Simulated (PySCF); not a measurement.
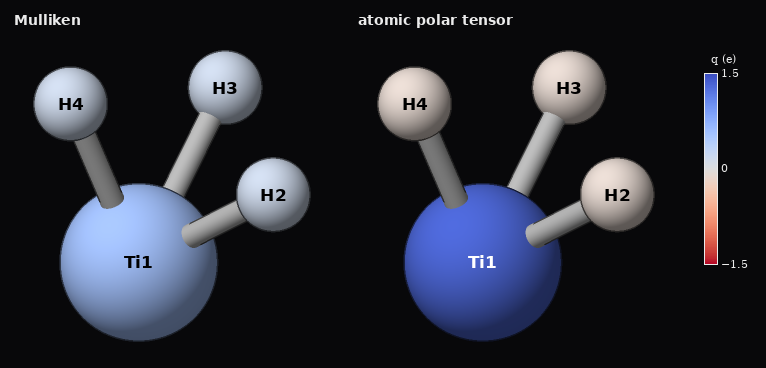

Atomic charges of one calculation by 2 schemes, on one colour scale. Charge +1, singlet. Computed geometry: PBE0/def2-TZVP optimisation. Computed with PBE0/def2-TZVP (PySCF 2.14.0).

Question: Which scheme gives the most polar picture (largest mean size of the charges)?

Answer: The atomic polar tensor charges are the largest in size here.

List the charges (e), one line for each set of equivalent atoms.

| atom | Mulliken | atomic polar tensor |
| --- | --- | --- |
| Ti1 | 0.54 | 1.30 |
| H2, H3, H4 | 0.15 | −0.10 |

The search tried a few shapes and spins; others may lie lower.
